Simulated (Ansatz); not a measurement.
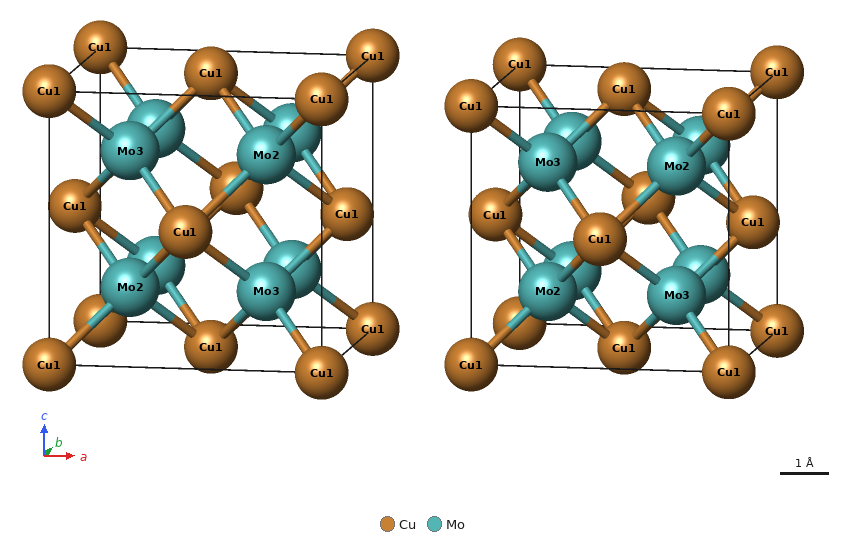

Two geometries of solid CuMo2 (built on the fluorite_225 type) (coarse preliminary run), drawn at one scale. One is the start of a relaxation, the other its converged end. Style: ball-and-stick. Shown: the conventional cell (4 times the calculation's cell), slightly off an axis. Lengths and directions refer to the drawn axes.

Computed with DFT PBE, scalar-relativistic, plane waves, PAW in Ansatz 0.2.0. Set-up: plane-wave cutoff 420 eV; k-point mesh 6 × 6 × 6; occupations gaussian; smearing width 0.1 eV; no spin polarisation; cell and atoms relaxed; force threshold 0.04 eV/Å; at most 70 steps.

Which geometry has the lower energy?

The left one is the relaxed one. Case: fluorite type (Fm-3m, No. 225). No atom moves by more than 0.005 Å relative to the cell. The drawn cell changes as follows: a = b = c 5.489 → 5.803 Å (+5.7 %); the volume changes by +18.2 %. Among the contacts that change: Mo2–Mo3 2.744 → 2.901 Å, Cu1–Mo2 2.377 → 2.513 Å. The space group stays Fm-3m (No. 225). The energy falls by 303 meV per atom in 3 accepted moves (4 points after the start). All forces vanish by symmetry, so only the cell relaxes. The pressure goes from 44.73 to 0.17 GPa. The SCF was repeated once at an unchanged geometry on a basis and grid sized afresh for the cell, which shifted the energy by 1.5 meV per atom at most.
